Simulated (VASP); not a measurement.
Band structure of RuAl (CsCl type). All values below come from PBEsol GGA, VASP's PBE PAW potentials (set 64) (plane waves; VASP).

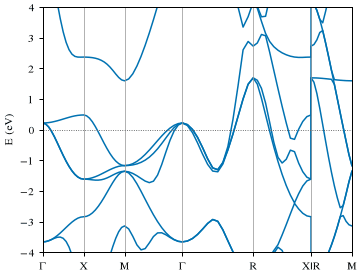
Bands along high-symmetry lines, zero at the valence-band maximum or, without a gap, the Fermi level

Read the plot: is there a gap, and where are the band edges?

It has no gap at this level: it comes out as a metal or semimetal. (Edges off the drawn lines would not show.)

The compound is RuAl in the CsCl type structure. It was relaxed first. The electron count is odd and the run is not spin-polarised, which forces a metal.
